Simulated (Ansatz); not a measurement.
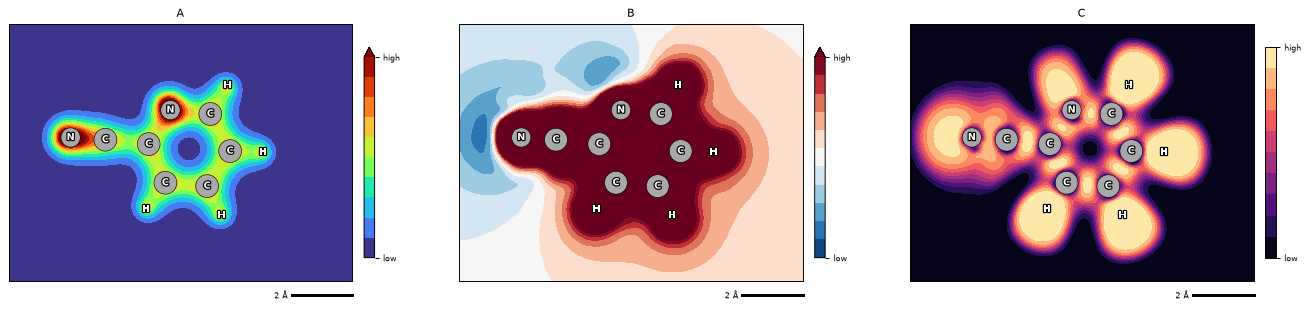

C6H4N2 (SMILES N#Cc1ccccn1): 3 fields on the molecular plane, with unlabelled colour scales. Grey discs cover the atomic cores.

Geometry: PBE0-D4/def2-TZVP.

All numbers below come from RKS PBE0-D4/def2-TZVPP (Ansatz).

```yaml
atoms:
  - { symbol: N, position_ang: [1.8468, -1.2418, 2.9167] }
  - { symbol: C, position_ang: [1.2582, -0.9306, 1.9785] }
  - { symbol: C, position_ang: [0.5293, -0.4905, 0.8203] }
  - { symbol: C, position_ang: [0.3395, 0.8727, 0.6170] }
  - { symbol: C, position_ang: [-0.3657, 1.2683, -0.5061] }
  - { symbol: C, position_ang: [-0.8451, 0.2966, -1.3669] }
  - { symbol: C, position_ang: [-0.5982, -1.0375, -1.0675] }
  - { symbol: N, position_ang: [0.0741, -1.4370, 0.0011] }
  - { symbol: H, position_ang: [0.7373, 1.5889, 1.3244] }
  - { symbol: H, position_ang: [-0.5368, 2.3199, -0.7034] }
  - { symbol: H, position_ang: [-1.4019, 0.5604, -2.2575] }
  - { symbol: H, position_ang: [-0.9606, -1.8243, -1.7224] }
```

Question: Which field does each panel show? The fields are: electron density, electron localisation function and electrostatic potential.

Answer: Panel A: electron density. Panel B: electrostatic potential (strongly positive close to the atoms, with negative regions outside electron-rich atoms). Panel C: electron localisation function. From the grid: C–N (1.15 Å): the density is about 3.7 e/Å³ at the midpoint; the ELF peaks at about 0.85 between the atoms (a multiple bond). C–C (1.38 Å): ρ is about 2.2 e/Å³ halfway; the ELF peaks at about 0.95 between the atoms: a covalent bond.
